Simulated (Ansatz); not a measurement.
# CF (quartet): B2PLYP, RPA-PBE over vertical spin and charge gaps, 6-31G

Aim: run CF (quartet) with these functionals over vertical spin and charge gaps, and hold them against the top wave-function level at the same points.

Method: 6-31G, all electrons in the functionals, frozen cores in the correlation of double hybrids and RPA; program: Ansatz 0.2.0, Gaussian basis.

The runs, in order: B2PLYP, RPA-PBE, at charge 0, quartet; charge 0, doublet; charge 0, sextet; charge 1, triplet; charge 1, quintet.

13 further runs of the same task are left out: 6 that didn't finish, 7 set aside as unsound or not needed. Runs told in other sessions of the task aren't counted.

## 1. The system

The geometry is a PBE0/def2-TZVP stationary point (not a proven minimum).

2 atoms, charge 0, spin multiplicity 4.

Atoms are counted from 1 here; the program's logs count them from 0.

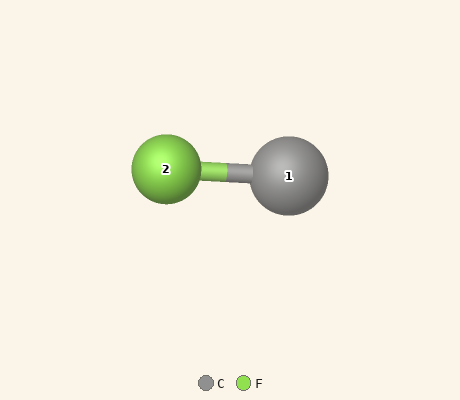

The structure; carbon grey, fluorine green; atoms are numbered from 1 in the order of the file.

No dispersion term is added.

The geometry shown and the zero of energy belong to the point charge 0, quartet. The yardstick, FCI, and other wave-function levels (R restricted, U unrestricted, valence and pair active spaces) come from earlier runs.

## 2. B2PLYP, charge 0, quartet

in.yaml reads:

```yaml
crystal:
  periodic: [false, false, false]
  atoms:
    - {symbol: C, position_ang: [0.000000, 0.000000, 0.000000]}
    - {symbol: F, position_ang: [0.000000, 0.000000, 1.315900]}
basis:
  gaussian: {orbitals: 6-31G}
magnetization: {spin_polarized: true, initial_magnetization: 3}
hamiltonian: {xc: {name: B2PLYP}}
correlation: {electrons: outside_noble_gas}
```

Run with:

```sh
> ansatz run in.yaml --threads 1 --pin off --events-out ev --progress --plain --max-ram 2393MiB
```

The program printed:

```text
Functional definition: B2PLYP
  name "B2PLYP"
  cite "Grimme, J. Chem. Phys. 124, 034108 (2006) doi:10.1063/1.2148954"
  cite "Becke, Phys. Rev. A 38, 3098 (1988) doi:10.1103/PhysRevA.38.3098"
  cite "Lee, Yang & Parr, Phys. Rev. B 37, 785 (1988) doi:10.1103/PhysRevB.37.785"
  parameter a = 0.53
  parameter c = 0.27
  exchange = (1 - a)*b88_x + a*exact_x
  correlation = (1 - c)*lyp_c + c*(mp2_os + mp2_ss)
202 factors; integrals over basis functions are off by at most 1.7e-4 eV
mean field evaluation 1: about -3738.5461 eV, gradient 8.0e0 eV
mean field evaluation 2: about -3738.5517 eV, gradient 8.0e0 eV
mean field evaluation 4: about -3739.5089 eV, gradient 2.3e0 eV
mean field evaluation 8: about -3739.6043 eV, gradient 2.7e-2 eV
mean field evaluation 16: about -3739.6043 eV, gradient 6.2e-7 eV
mean field -3739.60432455 eV, -137.4279241322 hartree, gradient 6.7e-7 eV, S^2 3.753100; 0 other end points of the search recorded, 0 dependent functions left out
2 core orbitals not correlated: weight in the atoms' cores, before any rotation towards them, 1.000 or more for the frozen orbitals, at most 0.000 for the correlated occupied ones
reference -3739.60439557 eV, -137.4279267423 hartree; 7, 4 occupied and 9, 12 virtual orbitals, 202 factors
second order -5.16578953 eV of doubles, -0.00000000 eV of singles
Total energy: -3740.99915874 eV, -137.4791833435 hartree
```

It took 0.36 s on 1 thread of Arm Neoverse V1, shared host.

From the report: ⟨S²⟩ of the determinant 3.753 (pure quartet: 3.75).

## 3. B2PLYP, charge 0, doublet

Changes to in.yaml since step 2:

```diff
@@ -7,3 +7,3 @@
   gaussian: {orbitals: 6-31G}
-magnetization: {spin_polarized: true, initial_magnetization: 3}
+magnetization: {spin_polarized: true, initial_magnetization: 1}
 hamiltonian: {xc: {name: B2PLYP}}
```

Same command.

The program printed, shortened:

```text
Functional definition: B2PLYP
  name "B2PLYP"
  cite "Grimme, J. Chem. Phys. 124, 034108 (2006) doi:10.1063/1.2148954"
  cite "Becke, Phys. Rev. A 38, 3098 (1988) doi:10.1103/PhysRevA.38.3098"
  cite "Lee, Yang & Parr, Phys. Rev. B 37, 785 (1988) doi:10.1103/PhysRevB.37.785"
[...]
202 factors; integrals over basis functions are off by at most 1.7e-4 eV
[...]
mean field -3742.62851343 eV, -137.5390610237 hartree, gradient 8.4e-6 eV, S^2 0.753027; 0 other end points of the search recorded, 0 dependent functions left out
2 core orbitals not correlated: weight in the atoms' cores, before any rotation towards them, 1.000 or more for the frozen orbitals, at most 0.000 for the correlated occupied ones
reference -3742.62857616 eV, -137.5390633292 hartree; 6, 5 occupied and 10, 11 virtual orbitals, 202 factors
second order -6.25740898 eV of doubles, -0.00000000 eV of singles
Total energy: -3744.31807659 eV, -137.6011513247 hartree
```

Run time: 0.39 s. Hardware: 1 thread of Arm Neoverse V1, shared host.

From the report: ⟨S²⟩ of the determinant 0.753 (pure doublet: 0.75).

From charge 0, quartet: -320.2 kJ/mol.

## 4. B2PLYP, charge 0, sextet

Changes to in.yaml since step 3:

```diff
@@ -7,3 +7,3 @@
   gaussian: {orbitals: 6-31G}
-magnetization: {spin_polarized: true, initial_magnetization: 1}
+magnetization: {spin_polarized: true, initial_magnetization: 5}
 hamiltonian: {xc: {name: B2PLYP}}
```

The command is unchanged.

The program printed, shortened:

```text
Functional definition: B2PLYP
  name "B2PLYP"
  cite "Grimme, J. Chem. Phys. 124, 034108 (2006) doi:10.1063/1.2148954"
  cite "Becke, Phys. Rev. A 38, 3098 (1988) doi:10.1103/PhysRevA.38.3098"
  cite "Lee, Yang & Parr, Phys. Rev. B 37, 785 (1988) doi:10.1103/PhysRevB.37.785"
[...]
204 factors; integrals over basis functions are off by at most 1.6e-4 eV
[...]
mean field -3726.48932384 eV, -136.9459567460 hartree, gradient 2.3e-6 eV, S^2 8.752610; 0 other end points of the search recorded, 0 dependent functions left out
2 core orbitals not correlated: weight in the atoms' cores, before any rotation towards them, 1.000 or more for the frozen orbitals, at most 0.000 for the correlated occupied ones
reference -3726.48940500 eV, -136.9459597285 hartree; 8, 3 occupied and 8, 13 virtual orbitals, 204 factors
second order -3.18748055 eV of doubles, -0.00000000 eV of singles
Total energy: -3727.35002475 eV, -136.9775869210 hartree
```

Run time: 0.36 s. Hardware: 1 thread of Arm Neoverse V1, shared host.

From the report: ⟨S²⟩ of the determinant 8.753 (pure sextet: 8.75).

From charge 0, quartet: +1316.9 kJ/mol.

## 5. B2PLYP, charge 1, triplet

Changes to in.yaml since step 4:

```diff
@@ -7,3 +7,4 @@
   gaussian: {orbitals: 6-31G}
-magnetization: {spin_polarized: true, initial_magnetization: 5}
+total_charge: 1
+magnetization: {spin_polarized: true, initial_magnetization: 2}
 hamiltonian: {xc: {name: B2PLYP}}
```

The command is unchanged.

The program printed, shortened:

```text
Functional definition: B2PLYP
  name "B2PLYP"
  cite "Grimme, J. Chem. Phys. 124, 034108 (2006) doi:10.1063/1.2148954"
  cite "Becke, Phys. Rev. A 38, 3098 (1988) doi:10.1103/PhysRevA.38.3098"
  cite "Lee, Yang & Parr, Phys. Rev. B 37, 785 (1988) doi:10.1103/PhysRevB.37.785"
[...]
202 factors; integrals over basis functions are off by at most 1.7e-4 eV
[...]
mean field -3728.90738564 eV, -137.0348188779 hartree, gradient 1.8e-6 eV, S^2 2.009069; 2 other end points of the search recorded, 0 dependent functions left out
2 core orbitals not correlated: weight in the atoms' cores, before any rotation towards them, 1.000 or more for the frozen orbitals, at most 0.000 for the correlated occupied ones
reference -3728.90744653 eV, -137.0348211156 hartree; 6, 4 occupied and 10, 12 virtual orbitals, 202 factors
second order -6.19879907 eV of doubles, -0.00000000 eV of singles
Total energy: -3730.58112228 eV, -137.0963275650 hartree
```

Wall time 0.75 s (1 thread of Arm Neoverse V1, shared host).

From the report: ⟨S²⟩ of the determinant 2.009 (pure triplet: 2.00).

From charge 0, quartet: +1005.2 kJ/mol.

## 6. B2PLYP, charge 1, quintet

Changes to in.yaml since step 5:

```diff
@@ -8,3 +8,3 @@
 total_charge: 1
-magnetization: {spin_polarized: true, initial_magnetization: 2}
+magnetization: {spin_polarized: true, initial_magnetization: 4}
 hamiltonian: {xc: {name: B2PLYP}}
```

Same command.

The program printed, shortened:

```text
Functional definition: B2PLYP
  name "B2PLYP"
  cite "Grimme, J. Chem. Phys. 124, 034108 (2006) doi:10.1063/1.2148954"
  cite "Becke, Phys. Rev. A 38, 3098 (1988) doi:10.1103/PhysRevA.38.3098"
  cite "Lee, Yang & Parr, Phys. Rev. B 37, 785 (1988) doi:10.1103/PhysRevB.37.785"
[...]
202 factors; integrals over basis functions are off by at most 1.7e-4 eV
[...]
mean field -3723.31323105 eV, -136.8292374888 hartree, gradient 3.8e-6 eV, S^2 6.001966; 0 other end points of the search recorded, 0 dependent functions left out
2 core orbitals not correlated: weight in the atoms' cores, before any rotation towards them, 1.000 or more for the frozen orbitals, at most 0.000 for the correlated occupied ones
reference -3723.31329353 eV, -136.8292397849 hartree; 7, 3 occupied and 9, 13 virtual orbitals, 202 factors
second order -3.14539336 eV of doubles, -0.00000000 eV of singles
Total energy: -3724.16254974 eV, -136.8604493749 hartree
```

Run time: 0.36 s. Hardware: 1 thread of Arm Neoverse V1, shared host.

From the report: ⟨S²⟩ of the determinant 6.002 (pure quintet: 6.00).

From charge 0, quartet: +1624.5 kJ/mol.

## 7. RPA-PBE, charge 0, quartet

in.yaml reads:

```yaml
crystal:
  periodic: [false, false, false]
  atoms:
    - {symbol: C, position_ang: [0.000000, 0.000000, 0.000000]}
    - {symbol: F, position_ang: [0.000000, 0.000000, 1.315900]}
basis:
  gaussian: {orbitals: 6-31G}
magnetization: {spin_polarized: true, initial_magnetization: 3}
hamiltonian: {xc: {name: PBE}}
correlation: {method: rpa, electrons: outside_noble_gas}
```

Launched as before.

The program printed:

```text
Functional definition: PBE
  name "PBE"
  cite "Perdew, Burke & Ernzerhof, Phys. Rev. Lett. 77, 3865 (1996) doi:10.1103/PhysRevLett.77.3865"
  parent pbe
  parameter kappa = 0.804
  parameter beta = 0.06672455060314922
  exchange = pbe_x(kappa = kappa, mu = beta*pi^2/3)
  correlation = pbe_c(beta = beta)
202 factors; integrals over basis functions are off by at most 1.7e-4 eV
mean field evaluation 1: about -3740.1336 eV, gradient 8.7e0 eV
mean field evaluation 2: about -3740.1271 eV, gradient 8.7e0 eV
mean field evaluation 4: about -3740.8275 eV, gradient 2.1e0 eV
mean field evaluation 8: about -3740.8538 eV, gradient 1.2e-2 eV
mean field -3740.85378822 eV, -137.4738410752 hartree, gradient 6.5e-6 eV, S^2 3.751666; 0 other end points of the search recorded, 0 dependent functions left out
2 core orbitals not correlated: weight in the atoms' cores, before any rotation towards them, 1.000 or more for the frozen orbitals, at most 0.000 for the correlated occupied ones
reference -3728.89019055 eV, -137.0341869703 hartree; 7, 4 occupied and 9, 12 virtual orbitals, 202 factors
Total energy: -3735.39546851 eV, -137.2732515259 hartree
```

Run time: 0.33 s. Hardware: 1 thread of Arm Neoverse V1, shared host.

From the report: ⟨S²⟩ of the determinant 3.752 (pure quartet: 3.75).

## 8. RPA-PBE, charge 0, doublet

Changes to in.yaml since step 7:

```diff
@@ -7,3 +7,3 @@
   gaussian: {orbitals: 6-31G}
-magnetization: {spin_polarized: true, initial_magnetization: 3}
+magnetization: {spin_polarized: true, initial_magnetization: 1}
 hamiltonian: {xc: {name: PBE}}
```

Launched as before.

The program printed, shortened:

```text
Functional definition: PBE
  name "PBE"
  cite "Perdew, Burke & Ernzerhof, Phys. Rev. Lett. 77, 3865 (1996) doi:10.1103/PhysRevLett.77.3865"
  parent pbe
[...]
202 factors; integrals over basis functions are off by at most 1.7e-4 eV
[...]
mean field -3744.22956681 eV, -137.5978986505 hartree, gradient 2.6e-7 eV, S^2 0.751439; 4 other end points of the search recorded, 0 dependent functions left out
2 core orbitals not correlated: weight in the atoms' cores, before any rotation towards them, 1.000 or more for the frozen orbitals, at most 0.000 for the correlated occupied ones
reference -3730.73499776 eV, -137.1019823846 hartree; 6, 5 occupied and 10, 11 virtual orbitals, 202 factors
Total energy: -3738.79350934 eV, -137.3981272231 hartree
```

Wall time 0.6 s (1 thread of Arm Neoverse V1, shared host).

From the report: ⟨S²⟩ of the determinant 0.751 (pure doublet: 0.75).

From charge 0, quartet: -327.9 kJ/mol.

## 9. RPA-PBE, charge 0, sextet

Changes to in.yaml since step 8:

```diff
@@ -7,3 +7,3 @@
   gaussian: {orbitals: 6-31G}
-magnetization: {spin_polarized: true, initial_magnetization: 1}
+magnetization: {spin_polarized: true, initial_magnetization: 5}
 hamiltonian: {xc: {name: PBE}}
```

The command is unchanged.

The program printed, shortened:

```text
Functional definition: PBE
  name "PBE"
  cite "Perdew, Burke & Ernzerhof, Phys. Rev. Lett. 77, 3865 (1996) doi:10.1103/PhysRevLett.77.3865"
  parent pbe
[...]
204 factors; integrals over basis functions are off by at most 1.6e-4 eV
[...]
mean field -3727.05647604 eV, -136.9667992048 hartree, gradient 1.0e-6 eV, S^2 8.751026; 2 other end points of the search recorded, 0 dependent functions left out
2 core orbitals not correlated: weight in the atoms' cores, before any rotation towards them, 1.000 or more for the frozen orbitals, at most 0.000 for the correlated occupied ones
reference -3717.23866816 eV, -136.6060014199 hartree; 8, 3 occupied and 8, 13 virtual orbitals, 204 factors
Total energy: -3722.30849645 eV, -136.7923141731 hartree
```

Run time: 0.51 s. Hardware: 1 thread of Arm Neoverse V1, shared host.

From the report: ⟨S²⟩ of the determinant 8.751 (pure sextet: 8.75).

From charge 0, quartet: +1262.7 kJ/mol.

## 10. RPA-PBE, charge 1, triplet

Changes to in.yaml since step 9:

```diff
@@ -7,3 +7,4 @@
   gaussian: {orbitals: 6-31G}
-magnetization: {spin_polarized: true, initial_magnetization: 5}
+total_charge: 1
+magnetization: {spin_polarized: true, initial_magnetization: 2}
 hamiltonian: {xc: {name: PBE}}
```

Same command.

The program printed, shortened:

```text
Functional definition: PBE
  name "PBE"
  cite "Perdew, Burke & Ernzerhof, Phys. Rev. Lett. 77, 3865 (1996) doi:10.1103/PhysRevLett.77.3865"
  parent pbe
[...]
202 factors; integrals over basis functions are off by at most 1.7e-4 eV
[...]
mean field -3730.43639688 eV, -137.0910090046 hartree, gradient 2.5e-7 eV, S^2 2.013233; 1 other end points of the search recorded, 0 dependent functions left out
2 core orbitals not correlated: weight in the atoms' cores, before any rotation towards them, 1.000 or more for the frozen orbitals, at most 0.000 for the correlated occupied ones
reference -3717.74211543 eV, -136.6245027659 hartree; 6, 4 occupied and 10, 12 virtual orbitals, 202 factors
Total energy: -3725.37202472 eV, -136.9048967604 hartree
```

Wall time 0.57 s (1 thread of Arm Neoverse V1, shared host).

From the report: ⟨S²⟩ of the determinant 2.013 (pure triplet: 2.00).

From charge 0, quartet: +967.1 kJ/mol.

## 11. RPA-PBE, charge 1, quintet

Changes to in.yaml since step 10:

```diff
@@ -8,3 +8,3 @@
 total_charge: 1
-magnetization: {spin_polarized: true, initial_magnetization: 2}
+magnetization: {spin_polarized: true, initial_magnetization: 4}
 hamiltonian: {xc: {name: PBE}}
```

The command is unchanged.

The program printed, shortened:

```text
Functional definition: PBE
  name "PBE"
  cite "Perdew, Burke & Ernzerhof, Phys. Rev. Lett. 77, 3865 (1996) doi:10.1103/PhysRevLett.77.3865"
  parent pbe
[...]
202 factors; integrals over basis functions are off by at most 1.7e-4 eV
[...]
mean field -3723.61289691 eV, -136.8402500061 hartree, gradient 3.8e-6 eV, S^2 6.001207; 4 other end points of the search recorded, 0 dependent functions left out
2 core orbitals not correlated: weight in the atoms' cores, before any rotation towards them, 1.000 or more for the frozen orbitals, at most 0.000 for the correlated occupied ones
reference -3714.19717444 eV, -136.4942285874 hartree; 7, 3 occupied and 9, 13 virtual orbitals, 202 factors
Total energy: -3719.19883845 eV, -136.6780363496 hartree
```

Run time: 0.6 s. Hardware: 1 thread of Arm Neoverse V1, shared host.

From the report: ⟨S²⟩ of the determinant 6.001 (pure quintet: 6.00).

From charge 0, quartet: +1562.7 kJ/mol.

## 12. Against the wave-function levels

The yardstick is full CI for this spin, exact in this basis with these frozen cores. It comes from earlier runs at the same points. Energies in kJ/mol, counted from charge 0, quartet; blanks weren't run or aren't comparable.

```tsv
level	quartet to doublet	quartet to sextet	ionisation to the triplet cation	ionisation to the quintet cation
FCI	-276.2	1283.8	993.5	1578.7
B2PLYP	-320.2	1316.9	1005.2	1624.5
RPA-PBE	-327.9	1262.7	967.1	1562.7
```

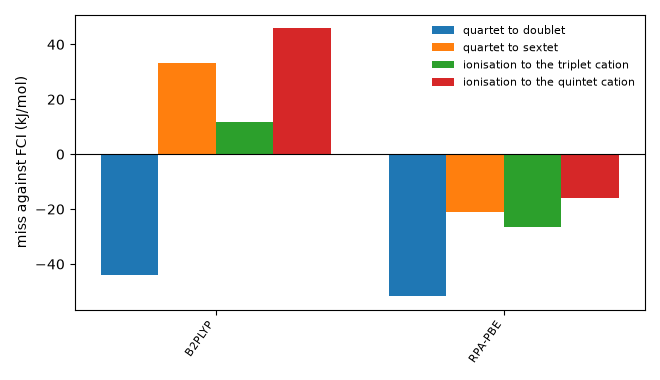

Misses of the gaps against FCI.

Largest miss and mean time a point (FCI took 88 s a point; shared hosts):

```tsv
level	largest miss (kJ/mol)	where	time a point
B2PLYP	+45.8	ionisation to the quintet cation	0.44 s
RPA-PBE	-51.7	quartet to doublet	0.52 s
```

## 13. Summary of results

| quantity | value |
| --- | --- |
| quartet to doublet, FCI | -276.2 kJ/mol |
| quartet to sextet, FCI | 1283.8 kJ/mol |
| ionisation to the triplet cation, FCI | 993.5 kJ/mol |
| ionisation to the quintet cation, FCI | 1578.7 kJ/mol |
| largest miss, B2PLYP | +45.8 kJ/mol (ionisation to the quintet cation) |
| largest miss, RPA-PBE | -51.7 kJ/mol (quartet to doublet) |

In words: Of the functionals, B2PLYP keep the smallest largest miss at the points compared (at most 45.8 kJ/mol) and RPA-PBE strays most (51.7 kJ/mol, at quartet to doublet). Functionals and the yardstick converge differently with the basis, so part of each miss in 6-31G is the basis.
